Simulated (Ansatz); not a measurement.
**BNH6 (SMILES [BH3-][NH3+]): methods side by side**

BNH6: 8 atoms, total charge 0, spin state singlet. As SMILES, `[BH3-][NH3+]`. The shape is that of a PBE0-D4/def2-TZVP optimisation. The run starts from this shape.

```xyz
8

B    -0.1913    0.2508   -0.7754
N     0.2065   -0.2551    0.7317
H    -0.0782   -0.7284   -1.4810
H    -1.3326    0.6497   -0.6872
H     0.6044    1.1266   -1.0384
H     0.1408    0.5070    1.3987
H     1.1566   -0.6113    0.7553
H    -0.4140   -0.9965    1.0405
```

Each level gives the adiabatic ionisation energy (to the doublet cation, no zero-point term) (eV). The values are calculated.

```csv
level,kind,program,value (eV),CPU time (all runs)
HF/STO-3G,Hartree–Fock,Ansatz,7.61,4.3 s
HF/3-21G,Hartree–Fock,Ansatz,8.48,5.9 s
HF/6-31G* (Cartesian functions),Hartree–Fock,Ansatz,8.48,14 s
PBE/def2-SVP,GGA,Ansatz,8.87,45 s
B3LYP/6-31G* (Cartesian functions),global hybrid,Ansatz,9.16,44 s
MP2/6-31G* (Cartesian functions),perturbation theory,Ansatz,8.92,18 s
```

The values span 7.61 to 9.16 eV. Without the sets that lack polarisation functions the rows with a basis span only 8.48 to 9.16 eV. CPU times are rough (shared hosts, several kinds of processor): they show what a rung costs within a factor of a few.

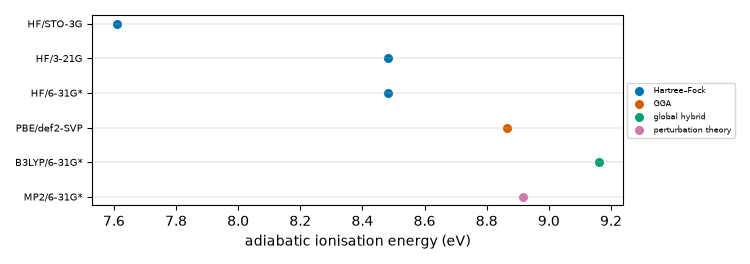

The values of the table, level by level.
